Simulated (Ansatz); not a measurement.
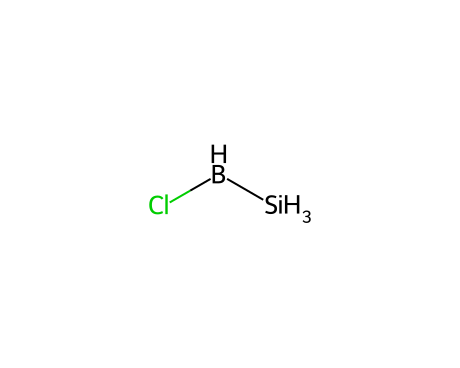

2D structure.

> Transcribe the drawing into SMILES.

[SiH3]BCl

> What is the molecular formula?

BClH4Si.

More results for the same structure follow; atom numbers are the same in all pictures, views and colours differ. The computed structure is the end point of a PBE0-D4/def2-TZVP optimisation.

Levels of theory compared

Program: Ansatz 0.2.0.

At this fixed geometry, give HOMO–LUMO gap (eV), dipole (D), HOMO energy (eV) at these levels: B3LYP-D4/def2-TZVPP; PBE-D4/def2-TZVPP; r2SCAN-D4/def2-TZVPP; ωB97M-V/def2-TZVPP.

| level | HOMO–LUMO gap (eV) | dipole (D) | HOMO energy (eV) |
| --- | --- | --- | --- |
| B3LYP-D4/def2-TZVPP | 5.34 | 0.35 | −7.79 |
| PBE-D4/def2-TZVPP | 3.50 | 0.25 | −6.74 |
| r2SCAN-D4/def2-TZVPP | 4.04 | 0.35 | −7.00 |
| ωB97M-V/def2-TZVPP | 9.90 | 0.35 | −10.15 |

Charges

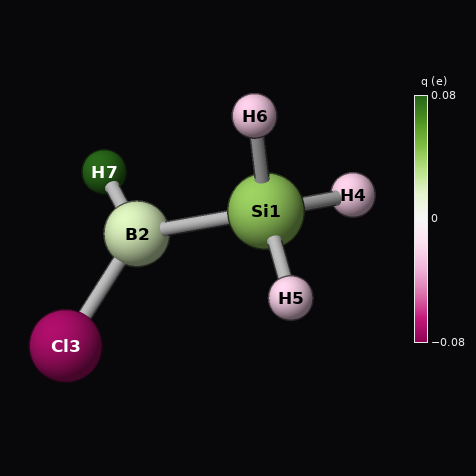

Atoms are coloured by their Mulliken charges. Properties computed with RKS ωB97M-V/def2-TZVPP (Ansatz 0.2.0).

> Which atom carries the highest charge (most positive or least negative)?

H7 (0.08 e).

> And the lowest?

Cl3 (−0.07 e).

List the Mulliken charges.

```json
{"atom": "Si1", "value (e)": "0.04"}
{"atom": "B2", "value (e)": "0.02"}
{"atom": "Cl3", "value (e)": "−0.07"}
{"atom": "H4", "value (e)": "−0.02"}
{"atom": "H5", "value (e)": "−0.02"}
{"atom": "H6", "value (e)": "−0.02"}
{"atom": "H7", "value (e)": "0.08"}
```

Vibrations

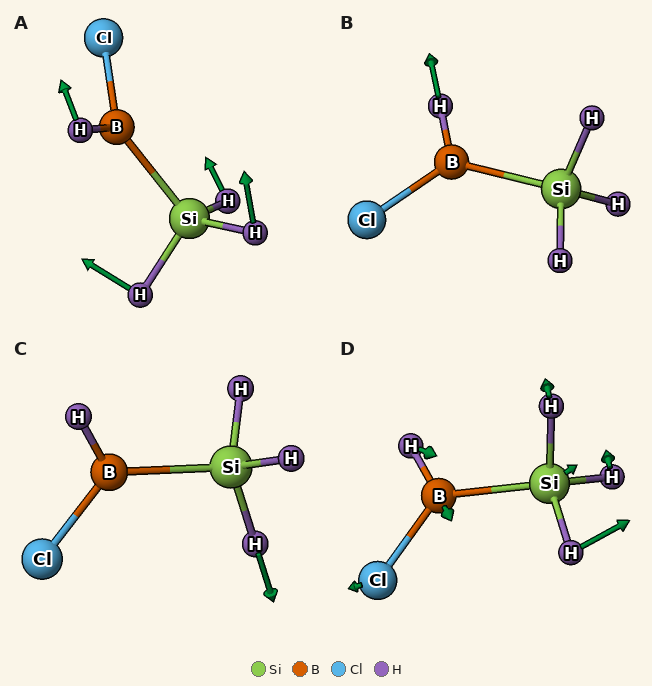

4 normal modes of one molecule or complex, as arrows. Harmonic vibrations computed with RKS PBE0-D4/def2-TZVP (Ansatz 0.2.0) at a stationary point of the same level.

> Match the panels to the wavenumbers 185 cm⁻¹, 888 cm⁻¹, 2234 cm⁻¹, 2633 cm⁻¹.

A: 888 cm⁻¹, angle bending
B: 2633 cm⁻¹, B–H stretching
C: 2234 cm⁻¹, Si–H stretching
D: 185 cm⁻¹, angle bending

Mulliken values depend strongly on the basis set and can even reverse the polarity of a bond.
